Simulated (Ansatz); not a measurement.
A series of calculations on CH$_{10}$B$_{2}$Si$_{3}$

### Relaxation

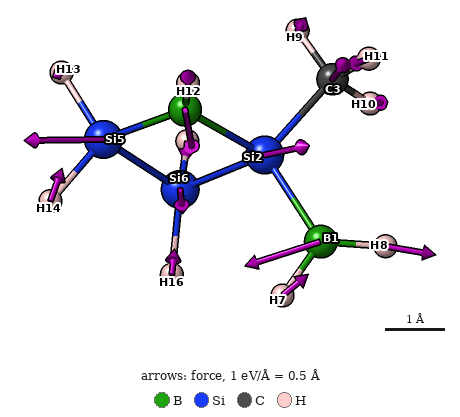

Starting geometry of CH$_{10}$B$_{2}$Si$_{3}$ with the computed forces as purple arrows. The picture is a ball-and-stick view, seen at a tilt.

The run prepares an end point of a later path (torsion) calculation, from a guessed geometry.

Theory: RKS B3LYP/STO-3G (Ansatz). (no spin polarisation; force threshold 0.015 eV/Å; at most 40 steps)

Is this structure relaxed? If not, where do the atoms go?

It isn't relaxed: the largest force vector, on a Si atom, is 3.29 eV/Å. The final displacements have little in common with the starting forces (cosine between the two patterns 0.11). The atom that moves furthest after the best rigid fit is an H atom (1.17 Å). Largest moves by element: H 1.17 Å, Si 0.44 Å, C 0.37 Å, B 0.34 Å. Among the contacts that change: Si–Si 2.205 → 2.292 Å, Si–Si 2.184 → 2.267 Å, B–Si 2.043 → 1.978 Å, H–Si 1.512 → 1.449 Å. Bond angles that change, for instance: Si–B–Si 87.2° → 100.0°, H–Si–H 120.1° → 107.6°, B–Si–Si 97.9° → 85.5°. Groups turn about B–Si by about 30°, Si–Si by about 25°. Over 15 accepted moves (16 points after the start) the energy falls by 24.8 kcal/mol. Largest force component: 3 eV/Å at the start, 0.0097 eV/Å at the end. The line search rejected the trial step at point 10 of the run.

Limits of the set-up: STO-3G is a minimal basis, so the numbers are rough.

### Relaxation

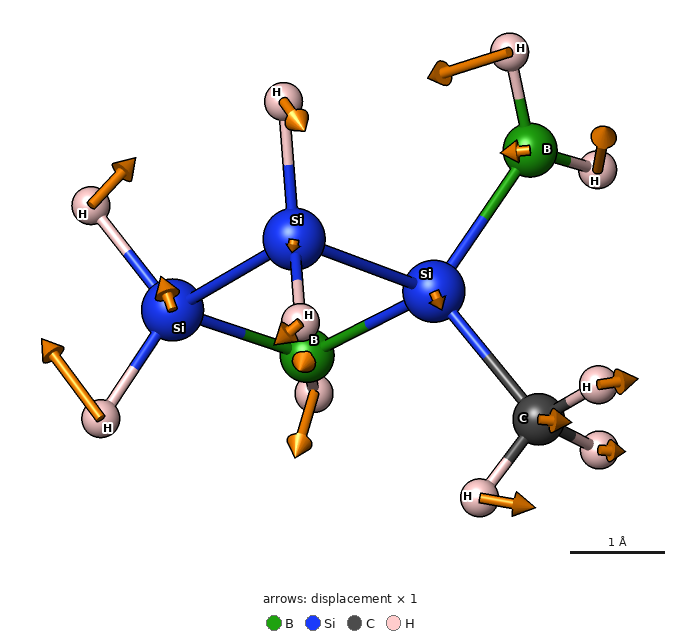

A relaxation of CH10B2Si3. The starting structure is drawn; orange arrows show the displacements, at their true length. The two geometries are superimposed by the best rigid fit.

The picture is a ball-and-stick view, seen at a tilt.

The run prepares an end point of a later path (torsion) calculation, from a guessed geometry.

The calculation used Ansatz, RKS B3LYP/STO-3G. (no spin polarisation; force threshold 0.015 eV/Å; at most 40 steps)

Q: Which element moves most?

A: Hydrogen: up to 1.22 Å, against 0.43 Å for silicon.

Q: What happened in the run?

A: After 17 accepted moves (20 points after the start) the energy has fallen by 1.158 eV. Largest force component: 2.9 eV/Å at the start, 0.0082 eV/Å at the end. The line search rejected the trial steps at points 5, 13, 15 of the run. The atom that moves furthest after the best rigid fit is an H atom (1.22 Å). By element the largest moves are H 1.22 Å, Si 0.43 Å, C 0.39 Å, B 0.36 Å. Among the contacts that change: Si–Si 2.205 → 2.293 Å, Si–Si 2.184 → 2.267 Å, B–Si 2.043 → 1.977 Å, H–Si 1.512 → 1.449 Å. Among the angles between lasting bonds that change: Si–B–Si 87.2° → 100.0°, H–Si–H 120.1° → 107.6°, B–Si–Si 97.9° → 85.5°. Groups turn about B–Si by about 30°, Si–Si by about 25°. The run took 100 s on 1 thread of Arm Neoverse V1, with other jobs on the host, peak memory 0.14 GiB.

Limits of the set-up: STO-3G is a minimal basis, so the numbers are rough.

### Path

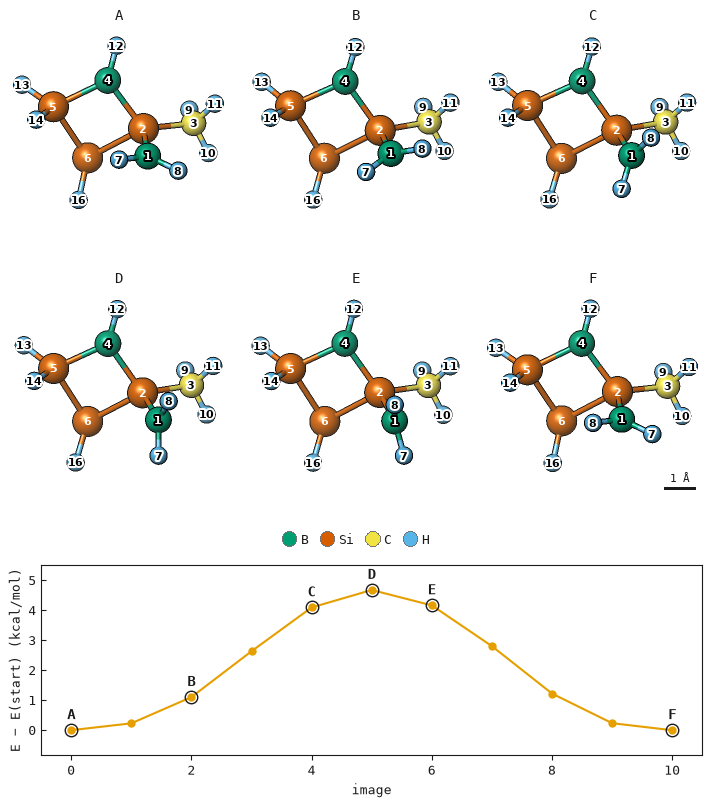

A nudged-elastic-band calculation for CH10B2Si3. Images are numbered from 0 (start) to 10 (end). Frames A to F are images 0, 2, 4, 5, 6, 10. Style: ball-and-stick. Shown from a free direction.

Theory: RKS B3LYP/STO-3G in Ansatz 0.2.0. Set-up: 9 movable images; climbing image; force threshold 0.03 eV/Å; iteration limit 50; starting path by image-dependent pair potential.

**Read off the barrier and say what moves.**

The motion is a rotation about the B–Si bond by about 180°. No bond forms or breaks between the ends. Among the angles between lasting bonds that change up to the highest image: B–Si–Si 104.4° → 114.4°, B–Si–C 114.3° → 106.4°. The two ends have the same energy, and the highest point, image 5, lies 4.68 kcal/mol above the start. The band converged in 18 iterations, with a climbing image at the top. At the top, the vibrational analysis gives one imaginary mode (220i cm⁻¹), as a transition state must have.

Limits of the set-up: STO-3G is a minimal basis, so the numbers are rough.
